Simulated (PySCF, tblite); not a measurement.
# C₄H₄FOS₂+: dynamics, then NMR shifts on frames, part 2 of 2

tblite 0.8.0 and PySCF 2.14.0. Atoms count from 0. The steps go on from the part before.

### Step 5. NMR shieldings: 625 fs, PBE0/pcSseg-1

Job settings and geometry (Å):

```
{"job": {"kind": "nmr", "xc": "PBE0", "basis": "pcSseg-1", "pop": false}, "charge": 1, "multiplicity": 1}
C     -2.969400    -0.234200     0.851000
O     -2.138000    -0.074400    -0.263800
C     -0.836000    -0.189900    -0.123700
S      0.023600    -0.363000     1.443800
C      1.580200    -0.157800     0.754000
C      1.660800    -0.014400    -0.587600
F      2.812600     0.204500    -1.129900
S      0.201900    -0.050300    -1.492300
H     -3.084200    -1.217300     1.291600
H     -2.735800     0.500800     1.627600
H     -4.022700    -0.014100     0.526500
H      2.392200    -0.069700     1.468800
```

Level: GIAO PBE0/pcSseg-1 NMR shielding, non-relativistic, gas phase.

Output:

```text
coarse grid: 12248 points
cycle   1  E = -1125.0650283494  dE =  1.926e+00  |g| = 7.316e-01  |ddm| = 3.529e+00
cycle   2  E = -1124.8305717462  dE =  2.345e-01  |g| = 1.320e+00  |ddm| = 1.417e+00
cycle   3  E = -1125.1776078320  dE = -3.470e-01  |g| = 1.058e-01  |ddm| = 9.238e-01
cycle   4  E = -1125.1786446855  dE = -1.037e-03  |g| = 7.675e-02  |ddm| = 1.547e-01
cycle   5  E = -1125.1800353115  dE = -1.391e-03  |g| = 2.588e-02  |ddm| = 8.613e-02
cycle   6  E = -1125.1801691798  dE = -1.339e-04  |g| = 9.352e-03  |ddm| = 2.734e-02
cycle   7  E = -1125.1801866609  dE = -1.748e-05  |g| = 1.649e-03  |ddm| = 8.265e-03
cycle   8  E = -1125.1801871472  dE = -4.864e-07  |g| = 6.430e-04  |ddm| = 2.021e-03
final grid: 112624 points
cycle   9  E = -1125.2490777752  dE = -1.900e-05  |g| = 1.186e-02  |ddm| = 2.597e-02
cycle  10  E = -1125.2490440177  dE =  3.376e-05  |g| = 1.760e-02  |ddm| = 2.067e-02
cycle  11  E = -1125.2491054173  dE = -6.140e-05  |g| = 1.999e-03  |ddm| = 1.299e-02
cycle  12  E = -1125.2491062807  dE = -8.633e-07  |g| = 2.813e-04  |ddm| = 1.639e-03
cycle  13  E = -1125.2491062949  dE = -1.424e-08  |g| = 1.426e-04  |ddm| = 3.856e-04
cycle  14  E = -1125.2491062987  dE = -3.824e-09  |g| = 5.788e-05  |ddm| = 1.598e-04
cycle  15  E = -1125.2491062995  dE = -7.785e-10  |g| = 1.924e-05  |ddm| = 7.166e-05
converged SCF energy = -1125.2491062995

GIAO shielding tensors (ppm)
atom      isotropic    diamagn.    paramagn.     s11        s22        s33       span
  0 C      123.846     242.395    -118.549     88.390     97.664    185.485     97.095
  1 O       84.727     394.109    -309.382   -150.536    104.312    300.404    450.940
  2 C      -46.276     263.796    -310.072   -133.417    -58.694     53.282    186.699
  3 S      140.206    1056.659    -916.453   -196.654    274.340    342.932    539.586
  4 C       67.225     264.046    -196.821     -8.189     73.669    136.194    144.383
  5 C       21.442     255.621    -234.179    -51.423     55.806     59.942    111.365
  6 F      275.313     467.295    -191.982    194.738    239.048    392.152    197.414
  7 S      217.910    1053.992    -836.081    -32.722    252.090    434.363    467.085
  8 H       27.198      27.013       0.185     23.413     25.012     33.168      9.756
  9 H       27.317      27.594      -0.277     23.491     25.316     33.143      9.652
 10 H       25.490      23.610       1.880     21.502     23.542     31.425      9.923
 11 H       23.762      28.412      -4.649     19.468     24.459     27.361      7.893
```

It took 10 s on 1 thread of AMD EPYC 9B45, shared host; peak memory 0.8 GiB.

In short: δ C2 233.2, C5 165.5, C4 119.7, C0 63.1, H11 7.95, H10 6.23 ppm.

### Step 6. NMR shieldings: 800 fs, PBE0/pcSseg-1

Job settings and geometry (Å):

```
{"job": {"kind": "nmr", "xc": "PBE0", "basis": "pcSseg-1", "pop": false}, "charge": 1, "multiplicity": 1}
C     -2.927200    -0.398700     0.935000
O     -2.164800    -0.249300    -0.238800
C     -0.879400    -0.078800    -0.268600
S      0.045700    -0.073800     1.229500
C      1.572100     0.250500     0.459500
C      1.589600     0.219000    -0.882000
F      2.612100     0.359200    -1.657500
S      0.006400     0.045100    -1.742700
H     -2.540200    -1.283600     1.442000
H     -2.879900     0.501300     1.619500
H     -3.930300    -0.555600     0.634400
H      2.446200     0.546800     0.990600
```

Method: GIAO PBE0/pcSseg-1 NMR shielding, non-relativistic, gas phase.

Output:

```text
coarse grid: 12248 points
cycle   1  E = -1125.0744468747  dE =  1.878e+00  |g| = 7.284e-01  |ddm| = 3.512e+00
cycle   2  E = -1124.8632367429  dE =  2.112e-01  |g| = 1.288e+00  |ddm| = 1.337e+00
cycle   3  E = -1125.1840103634  dE = -3.208e-01  |g| = 1.006e-01  |ddm| = 8.576e-01
cycle   4  E = -1125.1852640746  dE = -1.254e-03  |g| = 6.046e-02  |ddm| = 1.095e-01
cycle   5  E = -1125.1859014004  dE = -6.373e-04  |g| = 1.664e-02  |ddm| = 5.224e-02
cycle   6  E = -1125.1859435752  dE = -4.217e-05  |g| = 7.936e-03  |ddm| = 2.041e-02
cycle   7  E = -1125.1859593952  dE = -1.582e-05  |g| = 1.508e-03  |ddm| = 8.608e-03
cycle   8  E = -1125.1859598746  dE = -4.795e-07  |g| = 4.696e-04  |ddm| = 1.627e-03
final grid: 112624 points
cycle   9  E = -1125.2551515366  dE = -1.998e-05  |g| = 1.200e-02  |ddm| = 2.527e-02
cycle  10  E = -1125.2551172574  dE =  3.428e-05  |g| = 1.775e-02  |ddm| = 2.101e-02
cycle  11  E = -1125.2551798876  dE = -6.263e-05  |g| = 2.091e-03  |ddm| = 1.343e-02
cycle  12  E = -1125.2551808255  dE = -9.379e-07  |g| = 3.668e-04  |ddm| = 1.867e-03
cycle  13  E = -1125.2551808508  dE = -2.528e-08  |g| = 1.781e-04  |ddm| = 4.891e-04
cycle  14  E = -1125.2551808578  dE = -7.034e-09  |g| = 5.266e-05  |ddm| = 1.860e-04
cycle  15  E = -1125.2551808585  dE = -6.539e-10  |g| = 1.693e-05  |ddm| = 6.674e-05
converged SCF energy = -1125.2551808585

GIAO shielding tensors (ppm)
atom      isotropic    diamagn.    paramagn.     s11        s22        s33       span
  0 C      119.975     248.183    -128.208     85.288     95.470    179.166     93.879
  1 O       76.362     394.904    -318.543   -164.561     76.282    317.364    481.925
  2 C      -39.569     264.081    -303.650   -125.788    -58.440     65.521    191.309
  3 S      178.995    1056.893    -877.899   -116.791    309.775    343.999    460.790
  4 C       72.688     262.261    -189.573     -3.947     88.125    133.886    137.833
  5 C       12.083     256.985    -244.903    -58.174     41.777     52.645    110.818
  6 F      252.889     467.565    -214.675    175.407    231.764    351.498    176.091
  7 S      180.634    1053.856    -873.223    -29.166    181.296    389.771    418.937
  8 H       27.346      28.530      -1.184     23.878     25.119     33.040      9.163
  9 H       26.257      27.048      -0.791     22.808     24.314     31.650      8.842
 10 H       26.509      26.352       0.157     22.709     24.849     31.968      9.259
 11 H       24.343      28.426      -4.083     20.573     24.148     28.308      7.735
```

It took 10 s on 1 thread of AMD EPYC 9B45, shared host; peak memory 0.8 GiB.

This run: δ C2 226.5, C5 174.8, C4 114.2, C0 67.0, H11 7.37, H9 5.46 ppm.

### Step 7. NMR shieldings: 1000 fs, PBE0/pcSseg-1

Job settings and geometry (Å):

```
{"job": {"kind": "nmr", "xc": "PBE0", "basis": "pcSseg-1", "pop": false}, "charge": 1, "multiplicity": 1}
C     -2.795300    -0.791600     0.985400
O     -2.023900    -0.460000    -0.154900
C     -0.779400    -0.160000    -0.110400
S      0.190800    -0.261600     1.348100
C      1.739200    -0.112700     0.509700
C      1.638700     0.149600    -0.796700
F      2.677300     0.450600    -1.484200
S      0.017900     0.096400    -1.602700
H     -2.452000    -1.708700     1.457300
H     -2.775100     0.000600     1.743700
H     -3.836600    -0.833400     0.567900
H      2.681900    -0.137700     1.093600
```

Method: GIAO PBE0/pcSseg-1 NMR shielding, non-relativistic, gas phase.

Output:

```text
coarse grid: 12248 points
cycle   1  E = -1125.0790905873  dE =  1.875e+00  |g| = 7.162e-01  |ddm| = 3.503e+00
cycle   2  E = -1124.8854254747  dE =  1.937e-01  |g| = 1.248e+00  |ddm| = 1.314e+00
cycle   3  E = -1125.1839650695  dE = -2.985e-01  |g| = 9.087e-02  |ddm| = 8.406e-01
cycle   4  E = -1125.1850650416  dE = -1.100e-03  |g| = 5.111e-02  |ddm| = 9.757e-02
cycle   5  E = -1125.1855217992  dE = -4.568e-04  |g| = 1.431e-02  |ddm| = 4.400e-02
cycle   6  E = -1125.1855517184  dE = -2.992e-05  |g| = 5.328e-03  |ddm| = 1.443e-02
cycle   7  E = -1125.1855581414  dE = -6.423e-06  |g| = 1.711e-03  |ddm| = 6.474e-03
final grid: 112624 points
cycle   8  E = -1125.2545930795  dE = -1.449e-05  |g| = 1.166e-02  |ddm| = 2.569e-02
cycle   9  E = -1125.2545554480  dE =  3.763e-05  |g| = 1.735e-02  |ddm| = 2.211e-02
cycle  10  E = -1125.2546216009  dE = -6.615e-05  |g| = 2.224e-03  |ddm| = 1.436e-02
cycle  11  E = -1125.2546227962  dE = -1.195e-06  |g| = 4.035e-04  |ddm| = 2.034e-03
cycle  12  E = -1125.2546228338  dE = -3.764e-08  |g| = 1.701e-04  |ddm| = 5.575e-04
cycle  13  E = -1125.2546228402  dE = -6.416e-09  |g| = 5.099e-05  |ddm| = 1.727e-04
cycle  14  E = -1125.2546228407  dE = -4.914e-10  |g| = 1.373e-05  |ddm| = 5.368e-05
converged SCF energy = -1125.2546228407

GIAO shielding tensors (ppm)
atom      isotropic    diamagn.    paramagn.     s11        s22        s33       span
  0 C      118.738     246.071    -127.333     82.258     93.967    179.990     97.732
  1 O       81.397     395.964    -314.567   -151.490     78.761    316.922    468.412
  2 C      -36.986     263.063    -300.049   -123.476    -54.742     67.259    190.735
  3 S      178.878    1056.752    -877.874   -100.401    271.990    365.047    465.448
  4 C       68.105     263.465    -195.360     -3.113     81.114    126.313    129.426
  5 C       14.512     254.944    -240.432    -56.594     46.421     53.710    110.304
  6 F      253.203     467.184    -213.981    181.206    225.595    352.808    171.602
  7 S      191.581    1053.966    -862.385    -19.920    204.084    390.579    410.499
  8 H       27.097      27.411      -0.314     24.026     24.634     32.632      8.606
  9 H       27.118      27.901      -0.783     23.807     24.944     32.604      8.797
 10 H       25.176      24.282       0.893     21.038     23.710     30.779      9.741
 11 H       23.400      27.505      -4.105     19.535     23.423     27.242      7.707
```

Run time: 9.9 s. Hardware: 1 thread of AMD EPYC 9B45, shared host; peak memory 0.8 GiB.

This run: δ C2 223.9, C5 172.4, C4 118.8, C0 68.2, H11 8.32, H10 6.54 ppm.

### Step 8. Side by side: NMR shifts

Shifts (ppm) of some atoms, chosen among heavy atoms and hydrogens apart, with basis size and wall time:

```csv
frame,C2,H10,H9,O1,S7,S3,F6,functions,time
250 fs,226.3,5.78,4.02,247.0,294,291,-81.1,170,10 s
425 fs,217.6,5.83,5.61,249.5,275,288,-89.2,170,10 s
625 fs,233.2,6.23,4.40,251.4,286,364,-104.4,170,10 s
800 fs,226.5,5.21,5.46,259.7,323,325,-81.9,170,10 s
1000 fs,223.9,6.54,4.60,254.7,312,325,-82.3,170,9.9 s
```

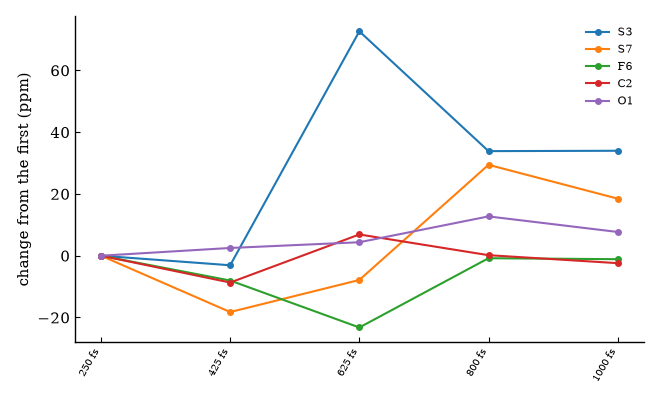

How five of the tabulated atoms move from run to run.

### Step 9. Outcome

This closing draws on all 2 parts.

```
                                        quantity                          value
                                      thermostat                          200 K
                   mean temperature, second half                          185 K
         mean potential energy above the minimum                        0.28 eV
  ¹³C shifts against TMS (PBE0/pcSseg-1, 250 fs)  226.3, 173.4, 118.0, 70.2 ppm
   ¹H shifts against TMS (PBE0/pcSseg-1, 250 fs)     7.51, 5.78, 4.14, 4.02 ppm
  ¹⁷O shifts against H2O (PBE0/pcSseg-1, 250 fs)                      247.0 ppm
  ³³S shifts against CS2 (PBE0/pcSseg-1, 250 fs)                   294, 291 ppm
¹⁹F shifts against CFCl3 (PBE0/pcSseg-1, 250 fs)                      -81.1 ppm
                        range of the shift of S3                 288 to 364 ppm
```

What this shows: In the second half the potential energy averages 0.28 eV above the minimum; equipartition over 30 harmonic modes at 200 K would give 0.26 eV. With 12 atoms the temperature swings widely (100 to 276 K). Shifts at one fixed geometry are not the observed spectrum, which averages over the motion. Across the 5 runs the shift of S3 moves most, between 288 (425 fs) and 364 ppm (625 fs).
